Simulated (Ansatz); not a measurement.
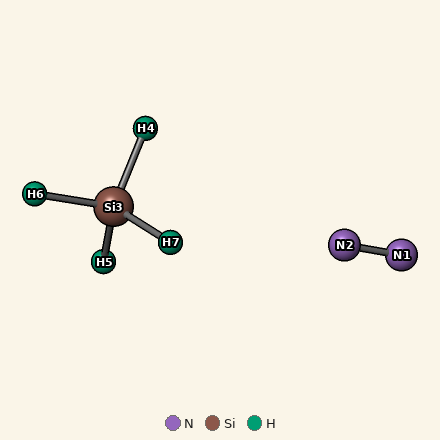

The system is the pair N₂···H₄Si; the picture shows the reference structure. First axis: separation of Si3 and N2 along their line in the relaxed pair. Second axis: sideways slip of N1, N2. Nothing is relaxed (both partners rigid). The scan uses a 15 × 15 grid. Points are written as (first, second). Energies: kJ/mol, counted from the lowest grid point. Theory: RHF/def2-TZVPD (Ansatz 0.2.0).

Its coordinates:

```yaml
atoms:
  - { symbol: N, position_ang: [0.2427, -0.1344, -3.9890] }
  - { symbol: N, position_ang: [0.1821, -0.1029, -2.9251] }
  - { symbol: Si, position_ang: [-0.0849, 0.0474, 1.3817] }
  - { symbol: H, position_ang: [0.7399, -1.1110, 0.9892] }
  - { symbol: H, position_ang: [0.5378, 1.2882, 0.8828] }
  - { symbol: H, position_ang: [-0.1812, 0.1046, 2.8532] }
  - { symbol: H, position_ang: [-1.4365, -0.0918, 0.8072] }
```

Range: separation of Si3 and N2 along their line in the relaxed pair from 3.627 to 5.027 Å; sideways slip of N1, N2 from −1.500 to 1.500 Å.

**Predict the map.**

The lowest grid point is at (4.381 Å, 0.000 Å). No other kind of well shows on this grid. The highest grid point, (3.627 Å, 1.500 Å), lies 1.74 kJ/mol above the lowest. Round the minimum the two coordinates are nearly uncoupled.

| second ↓, first → | 3.627 | 3.662 | 3.719 | 3.789 | 3.869 | 3.958 | 4.054 | 4.157 | 4.266 | 4.381 | 4.501 | 4.626 | 4.755 | 4.889 | 5.027 |
| --- | --- | --- | --- | --- | --- | --- | --- | --- | --- | --- | --- | --- | --- | --- | --- |
| 1.500 | 1.74 | 1.56 | 1.31 | 1.06 | 0.84 | 0.66 | 0.52 | 0.41 | 0.34 | 0.29 | 0.26 | 0.25 | 0.24 | 0.24 | 0.24 |
| 1.286 | 1.73 | 1.53 | 1.27 | 1.01 | 0.78 | 0.60 | 0.46 | 0.36 | 0.29 | 0.25 | 0.22 | 0.21 | 0.21 | 0.21 | 0.22 |
| 1.071 | 1.63 | 1.44 | 1.17 | 0.92 | 0.69 | 0.51 | 0.38 | 0.29 | 0.23 | 0.19 | 0.17 | 0.17 | 0.17 | 0.18 | 0.20 |
| 0.857 | 1.47 | 1.29 | 1.03 | 0.79 | 0.58 | 0.41 | 0.29 | 0.21 | 0.16 | 0.13 | 0.12 | 0.13 | 0.14 | 0.16 | 0.17 |
| 0.643 | 1.29 | 1.12 | 0.88 | 0.65 | 0.46 | 0.31 | 0.20 | 0.13 | 0.09 | 0.08 | 0.08 | 0.09 | 0.11 | 0.13 | 0.15 |
| 0.429 | 1.13 | 0.96 | 0.74 | 0.53 | 0.36 | 0.22 | 0.13 | 0.07 | 0.04 | 0.04 | 0.04 | 0.06 | 0.08 | 0.11 | 0.14 |
| 0.214 | 1.02 | 0.86 | 0.66 | 0.46 | 0.29 | 0.17 | 0.08 | 0.03 | 0.01 | 0.01 | 0.02 | 0.04 | 0.07 | 0.10 | 0.12 |
| 0.000 | 0.99 | 0.83 | 0.63 | 0.43 | 0.27 | 0.15 | 0.07 | 0.02 | 0.00 | 0.00 | 0.01 | 0.04 | 0.06 | 0.09 | 0.12 |
| −0.214 | 1.03 | 0.87 | 0.66 | 0.46 | 0.30 | 0.17 | 0.09 | 0.04 | 0.01 | 0.01 | 0.02 | 0.04 | 0.07 | 0.10 | 0.12 |
| −0.429 | 1.11 | 0.95 | 0.74 | 0.53 | 0.35 | 0.22 | 0.13 | 0.07 | 0.04 | 0.04 | 0.04 | 0.06 | 0.08 | 0.11 | 0.14 |
| −0.643 | 1.21 | 1.05 | 0.83 | 0.61 | 0.43 | 0.29 | 0.19 | 0.12 | 0.09 | 0.07 | 0.08 | 0.09 | 0.11 | 0.13 | 0.15 |
| −0.857 | 1.29 | 1.12 | 0.90 | 0.69 | 0.50 | 0.36 | 0.25 | 0.18 | 0.14 | 0.12 | 0.11 | 0.12 | 0.13 | 0.15 | 0.17 |
| −1.071 | 1.31 | 1.16 | 0.94 | 0.74 | 0.56 | 0.41 | 0.31 | 0.23 | 0.19 | 0.16 | 0.15 | 0.16 | 0.16 | 0.18 | 0.19 |
| −1.286 | 1.27 | 1.14 | 0.94 | 0.75 | 0.59 | 0.45 | 0.35 | 0.28 | 0.23 | 0.20 | 0.19 | 0.19 | 0.19 | 0.20 | 0.21 |
| −1.500 | 1.19 | 1.07 | 0.90 | 0.74 | 0.59 | 0.47 | 0.38 | 0.31 | 0.27 | 0.24 | 0.22 | 0.22 | 0.22 | 0.22 | 0.23 |

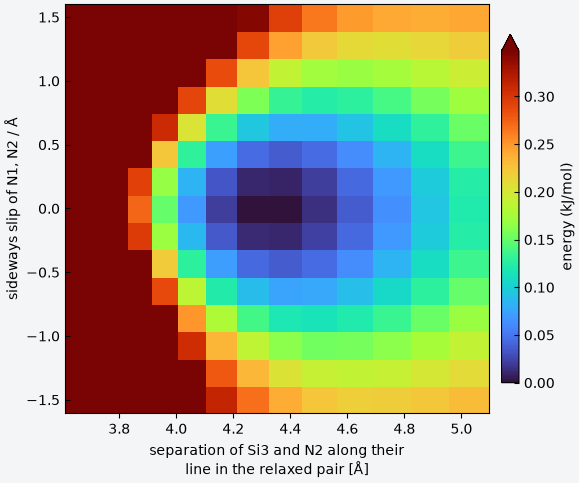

The picture shows one coloured cell a grid point, one colour for all values above the top of the scale.

Time for the 225 points that were run: 8.4 min on 1 thread of Arm Neoverse V2, with other jobs on the host.
